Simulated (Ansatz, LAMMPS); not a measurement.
# Gap against volume in glassy 78SiO2-6Li2O-6CaO-6SrO-3SnO2 (mol %) (92 atoms)

Density of this cell: 2.66 g/cm³. The cell holds 92 atoms: 25 Si, 4 Li, 2 Ca, 2 Sr, 1 Sn and 58 O. Its edges and angles: a = 11.052 Å, b = 10.428 Å, c = 10.992 Å, α = 91.7°, β = 89.6°, γ = 90.2°. The starting structure: 92 atoms (25 Si, 4 Li, 2 Ca, 2 Sr, 1 Sn, 58 O) placed at random at 2.57 g/cm³, melted at 4000 K for 10 ps at fixed volume with the Morse and Coulomb pair potential with partial charges (Pedone, Malavasi, Menziani, Cormack and Segre, J. Phys. Chem. B 110, 11780 (2006)). Quenched from 4000 K to 300 K at 10 K/ps and fixed volume, held 10 ps at zero pressure.

Calculated with Ansatz 0.2.0: Kohn-Sham DFT, PBE, PAW (set soft_2), plane waves; cutoff 420 eV, Γ point, fixed occupations. The relaxed cell was scaled evenly and the atoms were relaxed at each volume. The gap is that between the highest filled and the lowest empty Kohn-Sham level on the run's k-points.

| volume (Å³/atom) | gap (eV) |
| --- | --- |
| 12.388 | 3.293 |
| 12.938 | 3.043 |
| 13.351 | ? |
| 13.764 | 2.714 |
| 14.177 | 2.584 |
| 14.590 | 2.473 |

Task: Fit a straight line in ln V to the rows given and interpolate to the withheld row.

Worked fit:

A volume deformation potential makes the spacing linear in u = ln(V/V0), with V0 = 13.764 Å³ the relaxed volume; v is the spacing.

```
u = ln(V/V0)  v (eV)
   -0.105360  3.2932
  -0.0618759  3.0432
           0  2.7141
   0.0295594  2.5844
   0.0582686  2.4732
```

With n = 5: mean u = -0.0158817, mean v = 2.82162, Σ(u − ū)² = 0.017937, Σ(u − ū)(v − v̄) = -0.090710. Slope b = -0.090710 / 0.017937 = -5.0571; intercept a = v̄ − b ū = 2.7413.

At the withheld volume u = -0.03046, and v = a + b u.

Prediction at 13.351: 2.895 eV. The run gave 2.886 eV, so the fit is high by 0.0096 eV (0.33 % of the value).

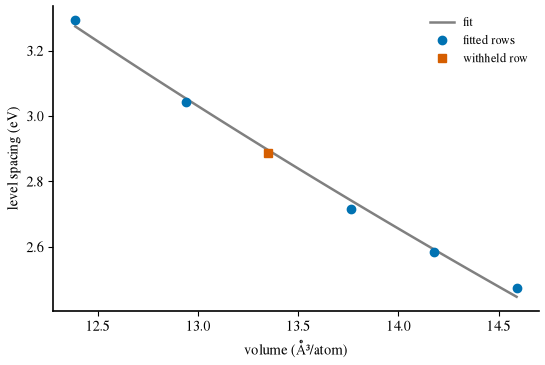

The fit, the rows that it rests on and the withheld row.

The slope, -5.06 eV, says that the spacing narrows on expansion. Among the rows given, the largest miss of the fit is at 13.764, by 0.027 eV (3.3 % of the range of the table).

Limits: The table spans 16 % in volume, wide for a linear law. Semilocal functionals tend to put gaps under measured ones. Only the Γ point is sampled. Atoms move by up to 0.7 Å in these relaxations, so the structure changes along the series. Defect or tail levels can set the spacing of a disordered cell.

[Logs are printed without paths, hosts, clocks, repeated set-up lines and the standing remarks that a program may print on its own settings, such as how far it seeks lower states.]

[Hosts, paths, dates, database ids (printed as entryN), source tags and the programs' standing remarks are cut or masked in the printed files.]
